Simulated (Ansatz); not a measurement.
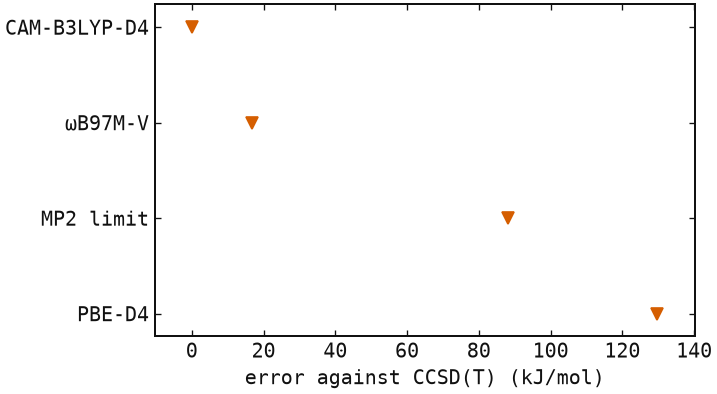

Error in the electronic atomisation energy (method less reference, so positive means overbinding) of C₂H₄OS, SMILES O=S1CC1: functionals in def2-TZVPP against frozen-core CCSD(T) at the limit (scheme: direct), which gives 2963.0 kJ/mol, at a PBE0-D4/def2-TZVP geometry (a minimum by its frequencies), no zero-point or spin-orbit term, the Ansatz code. The reference leaves out core correlation, a term that grows with the number of heavy atoms. Limit means the basis limit.

### Which of these levels overbind, and which underbind?

Overbind: MP2 limit and PBE-D4. Underbind: none clearly. Within 20 kJ/mol of zero, too close to call in view of what the reference leaves out: CAM-B3LYP-D4 and ωB97M-V.

### Give the values.

```
       level  kJ/mol
CAM-B3LYP-D4     0.1
     ωB97M-V    16.8
   MP2 limit    88.1
      PBE-D4   129.8
```
